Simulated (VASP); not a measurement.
Band structure of BN (wurtzite). All values below come from modified Becke-Johnson potential (mBJ), VASP's PBE PAW potentials (set 64) (plane waves; VASP 6.6.1).

mBJ is a potential without an energy functional, so only the levels count.

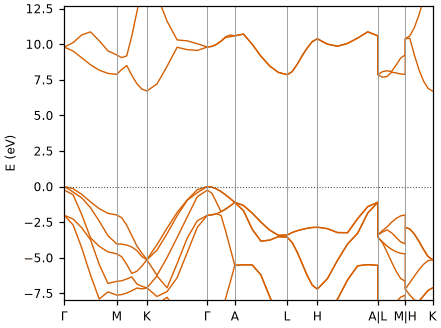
Fig. 1. Bands along high-symmetry lines, zero at the valence-band maximum or, without a gap, the Fermi level

Task: Read the plot: is there a gap, and where are the band edges?

Result: The gap is indirect, 6.71 eV, from the valence maximum at Γ to the conduction minimum at K.

The compound is BN in the wurtzite structure, a metastable high-pressure form. It was relaxed first. The cell's shape comes from a PBE relaxation.
